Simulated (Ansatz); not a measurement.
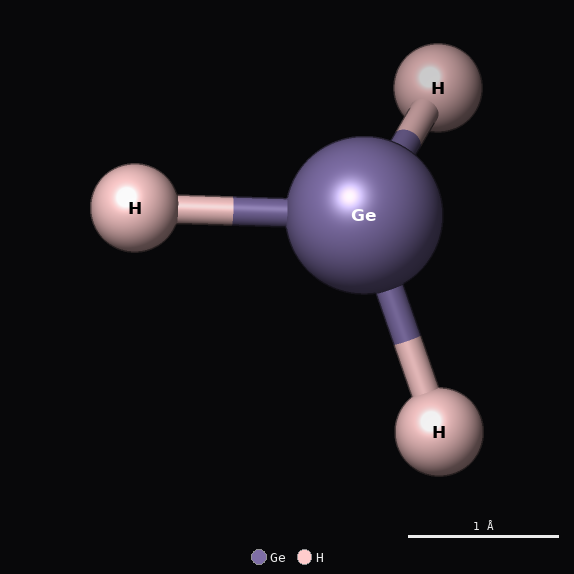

Distant atoms are faded towards the background colour. Charge 0, doublet. Computed geometry: PBE0-D4/def2-TZVP optimisation. Masses are those of the most abundant isotopes; constants are for the rigid equilibrium geometry.

### Classify the rotor and give the rotational constants (cm⁻¹).

An oblate symmetric top (C3v): A = B = 4.34, C = 2.60 cm⁻¹.
